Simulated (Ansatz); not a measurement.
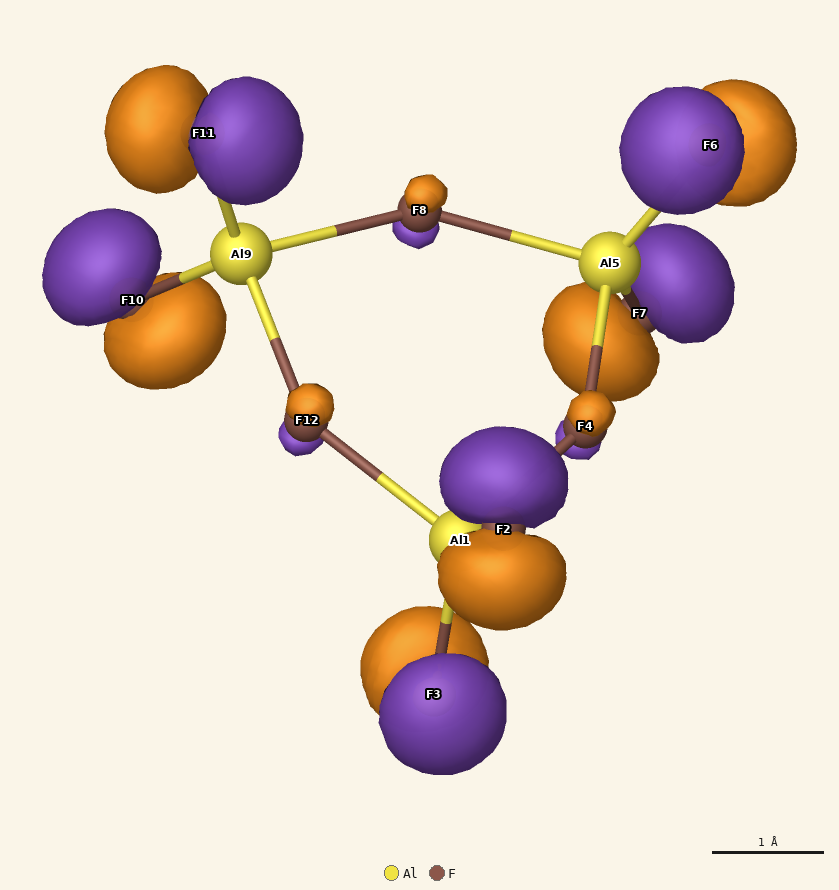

Al$_{3}$F$_{9}$ ((F2Al-mu-F)3). One frontier orbital at ±0.15 Å⁻³ᐟ² (orange and purple are the two phases), seen at a tilt.

Geometry: PBE0-D4/def2-SVP.

All numbers below come from RKS PBE0-D4/def2-TZVP (Ansatz).

| atom | x (Å) | y (Å) | z (Å) |
| --- | --- | --- | --- |
| Al | -1.4027 | 1.4016 | -0.0107 |
| F | -1.4322 | 2.4361 | -1.2884 |
| F | -2.4403 | 1.4289 | 1.2644 |
| F | 0.2705 | 1.3367 | 0.6250 |
| Al | 1.7557 | 0.3609 | 0.8480 |
| F | 2.9401 | 0.9952 | -0.0999 |
| F | 1.9024 | -0.0013 | 2.4451 |
| F | 1.0610 | -1.0607 | 0.0088 |
| Al | -0.3528 | -1.7623 | -0.8378 |
| F | -0.9991 | -2.9351 | 0.1163 |
| F | 0.0258 | -1.9271 | -2.4293 |
| F | -1.3284 | -0.2731 | -0.6414 |

Which orbital is it: HOMO or LUMO?

Answer. The HOMO, at −12.04 eV. It lies mainly on F2 (about 15 %), F3 (about 15 %), F6 (about 15 %), F7 (about 15 %), F10 (about 15 %) and F11 (about 15 %); largely a combination of lone pairs on F2, F3, F6, F7, F10 and F11.
